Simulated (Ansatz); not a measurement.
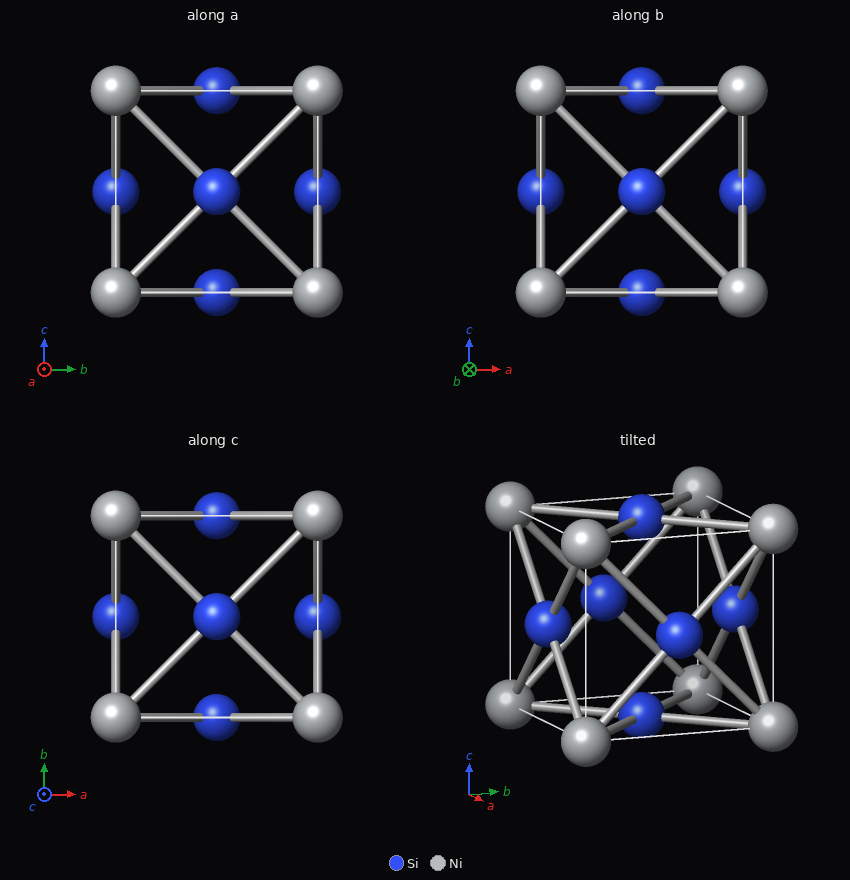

Shown here is a ball-and-stick view of the crystal, taken along the a axis, along the b axis, along the c axis and slightly off an axis. Thin lines show the conventional unit cell, with boundary atoms drawn in all their periodic places.

Lattice parameters: a = 3.7003 Å, b = 3.7003 Å, c = 3.7003 Å, α = 90.000°, β = 90.000°, γ = 90.000°.

Write down what is shown as a CIF in P1 with every atom of the cell.

Answer.
```cif
data_structure
_symmetry_space_group_name_H-M 'P 1'
_symmetry_Int_Tables_number 1
_cell_length_a 3.7003
_cell_length_b 3.7003
_cell_length_c 3.7003
_cell_angle_alpha 90.000
_cell_angle_beta 90.000
_cell_angle_gamma 90.000
_cell_volume 50.67
loop_
_atom_site_label
_atom_site_type_symbol
_atom_site_fract_x
_atom_site_fract_y
_atom_site_fract_z
_atom_site_occupancy
Si1 Si 0.0000 0.5000 0.5000 1
Si2 Si 0.5000 0.0000 0.5000 1
Si3 Si 0.5000 0.5000 0.0000 1
Ni1 Ni 0.0000 0.0000 0.0000 1
```

Starting structure: a structure type filled with these elements by a generator (whether the compound takes this form wasn't checked). Earlier steps of the study, as a rule a relaxation of our own, may have changed the cell and positions, so they can lie some per cent off the listed ones. It went into a calculation with Ansatz.
